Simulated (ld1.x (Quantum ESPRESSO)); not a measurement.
# Pseudopotential generation for Eu (part 2 of 2)

Continued. System: europium (Eu, Z = 63), core [Kr] 4d10 4f6, reference valence 5s2 5p6 5d1 6s2 6p0, valence charge 11. (This line and the method describe the unaltered input from which the odd one was made.) Method: PAW potential, LDA (PZ), fully relativistic, made with ld1.x (Quantum ESPRESSO) 7.5.

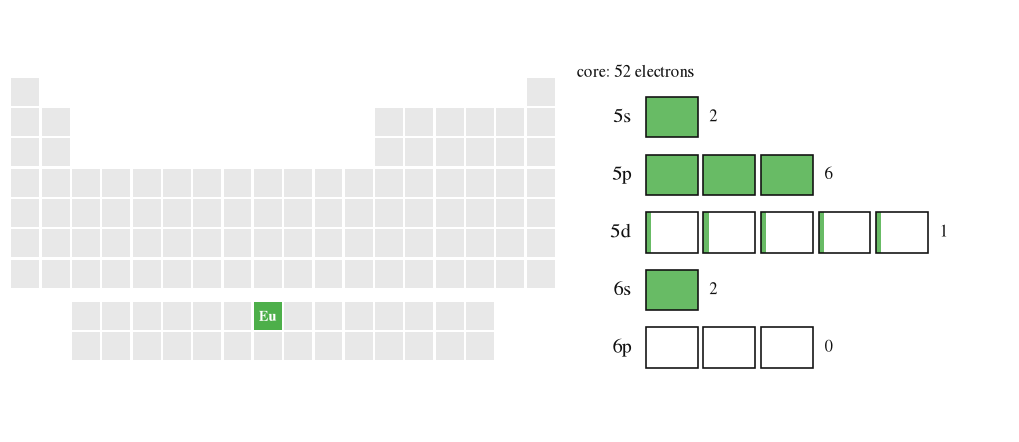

Left, the place of europium in the periodic table; right, the valence shells of the reference configuration: a box for each of the 2l + 1 orbitals, shaded by the share of the shell that is filled, with the electron count at the right. The shells are those of the unaltered input.

## Log, continued
```
     --------------------------- All-electron run ----------------------------

     Eu
     dirac relativistic calculation

     atomic number is 63.00
     dft = SLA  PZ   NOGX NOGC   lsd =0 sic =0 latt =0  beta=0.20 tr2=1.0E-14
     Exchange-correlation=  SLA  PZ   NOGX NOGC
                           (   1   1   0   0   0   0   0)
     mesh =1077 r(mesh) =  10.04289 a.u. xmin = -7.00 dx = 0.01250
     1 Ry =  13.60569312 eV, c = 137.03599908

     n l j   nl                  e(Ry)          e(Ha)          e(eV)
     Spin orbit split results
     1 0 0.5 1S 1( 2.00)     -3548.6559     -1774.3279    -48281.9225
     2 0 0.5 2S 1( 2.00)      -582.9513      -291.4757     -7931.4571
     2 1 0.5 2P 1( 2.00)      -553.2612      -276.6306     -7527.5019
     2 1 1.5 2P 1( 4.00)      -505.6907      -252.8454     -6880.2728
     3 0 0.5 3S 1( 2.00)      -128.6884       -64.3442     -1750.8952
     3 1 0.5 3P 1( 2.00)      -115.8434       -57.9217     -1576.1299
     3 1 1.5 3P 1( 4.00)      -106.1525       -53.0762     -1444.2778
     4 0 0.5 4S 1( 2.00)       -25.9240       -12.9620      -352.7140
     4 1 0.5 4P 1( 2.00)       -20.9606       -10.4803      -285.1840
     4 1 1.5 4P 1( 4.00)       -18.8002        -9.4001      -255.7896
     3 2 1.5 3D 1( 4.00)       -83.8491       -41.9245     -1140.8249
     3 2 2.5 3D 1( 6.00)       -81.7389       -40.8694     -1112.1143
     5 0 0.5 5S 1( 2.00)        -3.5473        -1.7736       -48.2634
     5 1 0.5 5P 1( 2.00)        -2.1760        -1.0880       -29.6056
     5 1 1.5 5P 1( 4.00)        -1.8739        -0.9369       -25.4953
     4 2 1.5 4D 1( 4.00)       -10.6110        -5.3055      -144.3706
     4 2 2.5 4D 1( 6.00)       -10.2218        -5.1109      -139.0742
     4 3 2.5 4F 1( 2.57)        -0.6562        -0.3281        -8.9275
     4 3 3.5 4F 1( 3.43)        -0.6066        -0.3033        -8.2526
     5 2 1.5 5D 1( 0.40)        -0.2167        -0.1084        -2.9485
     5 2 2.5 5D 1( 0.60)        -0.1976        -0.0988        -2.6881
     6 0 0.5 6S 1( 2.00)        -0.3089        -0.1545        -4.2029
     6 1 0.5 6P 1( 0.00)        -0.1173        -0.0586        -1.5956
     6 1 1.5 6P 1( 0.00)        -0.1003        -0.0501        -1.3642
     Averaged results
     1 0     1S 1( 2.00)     -3548.6559     -1774.3279    -48281.9225
     2 0     2S 1( 2.00)      -582.9513      -291.4757     -7931.4571
     2 1     2P 1( 6.00)      -521.5475      -260.7738     -7096.0158
     3 0     3S 1( 2.00)      -128.6884       -64.3442     -1750.8952
     3 1     3P 1( 6.00)      -109.3828       -54.6914     -1488.2285
     4 0     4S 1( 2.00)       -25.9240       -12.9620      -352.7140
     4 1     4P 1( 6.00)       -19.5203        -9.7602      -265.5877
     3 2     3D 1(10.00)       -82.5830       -41.2915     -1123.5986
     5 0     5S 1( 2.00)        -3.5473        -1.7736       -48.2634
     5 1     5P 1( 6.00)        -1.9746        -0.9873       -26.8654
     4 2     4D 1(10.00)       -10.3775        -5.1887      -141.1928
     4 3     4F 1( 6.00)        -0.6278        -0.3139        -8.5419
     5 2     5D 1( 1.00)        -0.2052        -0.1026        -2.7922
     6 0     6S 1( 2.00)        -0.3089        -0.1545        -4.2029
     6 1     6P 1( 0.00)        -0.1059        -0.0530        -1.4413

     final scf error:  4.4E-15 reached in  36 iterations

     Etot =  -21689.285767 Ry,  -10844.642884 Ha, -295097.766207 eV

     Ekin =   23581.358440 Ry,   11790.679220 Ha,  320840.726359 eV
     Encl =  -53214.796218 Ry,  -26607.398109 Ha, -724024.186949 eV
     Eh   =    8414.913756 Ry,    4207.456878 Ha,  114490.734222 eV
     Exc  =    -470.761745 Ry,    -235.380873 Ha,   -6405.039838 eV

     normalization and overlap integrals

     s(1S/1S) =  1.000000  <r> =   0.0223  <r2> =    0.0007  r(max) =   0.0142
     s(2S/2S) =  1.000000  <r> =   0.0947  <r2> =    0.0106  r(max) =   0.0806
     s(2P/2P) =  1.000000  <r> =   0.0791  <r2> =    0.0077  r(max) =   0.0612
     s(2P/2P) =  1.000000  <r> =   0.0858  <r2> =    0.0090  r(max) =   0.0668
     s(3S/3S) =  1.000000  <r> =   0.2495  <r2> =    0.0712  r(max) =   0.2304
     s(3P/3P) =  1.000000  <r> =   0.2390  <r2> =    0.0664  r(max) =   0.2164
     s(3P/3P) =  1.000000  <r> =   0.2519  <r2> =    0.0736  r(max) =   0.2275
     s(4S/4S) =  1.000000  <r> =   0.5656  <r2> =    0.3613  r(max) =   0.5256
     s(4P/4P) =  1.000000  <r> =   0.5782  <r2> =    0.3807  r(max) =   0.5323
     s(4P/4P) =  1.000000  <r> =   0.6076  <r2> =    0.4202  r(max) =   0.5595
     s(3D/3D) =  1.000000  <r> =   0.2237  <r2> =    0.0589  r(max) =   0.1817
     s(3D/3D) =  1.000000  <r> =   0.2277  <r2> =    0.0609  r(max) =   0.1863
     s(5S/5S) =  1.000000  <r> =   1.3588  <r2> =    2.0782  r(max) =   1.2145
     s(5P/5P) =  1.000000  <r> =   1.5252  <r2> =    2.6439  r(max) =   1.3256
     s(5P/5P) =  1.000000  <r> =   1.6212  <r2> =    2.9902  r(max) =   1.4111
     s(4D/4D) =  1.000000  <r> =   0.6457  <r2> =    0.4840  r(max) =   0.5666
     s(4D/4D) =  1.000000  <r> =   0.6561  <r2> =    0.4995  r(max) =   0.5737
     s(4F/4F) =  1.000000  <r> =   0.8867  <r2> =    1.0350  r(max) =   0.5809
     s(4F/4F) =  1.000000  <r> =   0.8994  <r2> =    1.0687  r(max) =   0.5882
     s(5D/5D) =  1.000000  <r> =   2.7791  <r2> =    9.4725  r(max) =   1.9776
     s(5D/5D) =  1.000000  <r> =   2.8750  <r2> =   10.1560  r(max) =   2.0276
     s(6S/6S) =  1.000000  <r> =   3.9932  <r2> =   18.0575  r(max) =   3.3850
     s(6P/6P) =  1.000000  <r> =   5.2249  <r2> =   30.6554  r(max) =   4.4011
     s(6P/6P) =  1.000000  <r> =   5.5222  <r2> =   34.0138  r(max) =   4.7439

     ------------------------ End of All-electron run ------------------------

     Computing logarithmic derivative in   2.93185
     Computing logarithmic derivative in   2.93185
     Computing the partial wave expansion
     R is outside the sphere for l=    0 j= 0.50
     R is outside the sphere for l=    0 j= 0.50
     R is outside the sphere for l=    1 j= 0.50
     R is outside the sphere for l=    1 j= 0.50
     R is outside the sphere for l=    1 j= 1.50
     R is outside the sphere for l=    1 j= 1.50
     R is outside the sphere for l=    2 j= 1.50
     R is outside the sphere for l=    2 j= 1.50
     R is outside the sphere for l=    2 j= 2.50
     R is outside the sphere for l=    2 j= 2.50

     ---------------------- Testing the pseudopotential ----------------------

     Eu
     dirac relativistic calculation

     atomic number is 63.00   valence charge is 11.00
     dft = SLA  PZ   NOGX NOGC   lsd =0 sic =0 latt =0  beta=0.20 tr2=1.0E-14
     mesh =1077 r(mesh) =  10.04289 xmin = -7.00 dx = 0.01250

     n l  j  nl             e AE (Ry)       e PS (Ry)    De AE-PS (Ry)
     1 0 0.5 5S   1( 2.00)       -3.54729       -3.54745        0.00016
     2 1 0.5 5P   1( 2.00)       -2.17597       -2.17614        0.00017
     2 1 1.5 5P   1( 4.00)       -1.87387       -1.87405        0.00017
     3 2 1.5 5D   1( 0.40)       -0.21671       -0.21684        0.00013
     3 2 2.5 5D   1( 0.60)       -0.19757       -0.19767        0.00011
     2 0 0.5 6S   1( 2.00)       -0.30891       -0.30915        0.00024
     3 1 0.5 6P   1( 0.00)       -0.11727       -0.11711       -0.00016
     3 1 1.5 6P   1( 0.00)       -0.10027       -0.09974       -0.00053

     eps = 9.9E-16  iter =  9

     Etot =  -21689.285767 Ry,  -10844.642884 Ha, -295097.766207 eV
     Etotps =  -529.357807 Ry,    -264.678903 Ha,   -7202.279870 eV

     Ekin =     142.651020 Ry,      71.325510 Ha,    1940.866003 eV
     Encl =    -256.686597 Ry,    -128.343298 Ha,   -3492.399066 eV
     Ehrt =      55.439394 Ry,      27.719697 Ha,     754.291375 eV
     Ecxc =    -470.761623 Ry,    -235.380812 Ha,   -6405.038182 eV
     (Ecc =      -4.403569 Ry,      -2.201784 Ha,     -59.913607 eV)

     ---------------------- End of pseudopotential test ----------------------
```

## What the run reported

- outcome: generated
- hardware: 1 CPU thread, shared host
- wall time: 1.2 s

## What is odd here

This input holds a deliberate oddity: mesh end rmax=10.0. The program ran to the end. The all-electron total energy moves by −0.0019 Ry against the unaltered input (−21689.2839 Ry), a numerical error of the setting. The pseudo-atom meets the occupied all-electron levels that the test lists within 0.00024 Ry. No test for ghost states or cutoffs was run on this potential, so its soundness isn't shown. The open f shell is frozen into the core, so the potential fits one valence alone and carries no f magnetism.
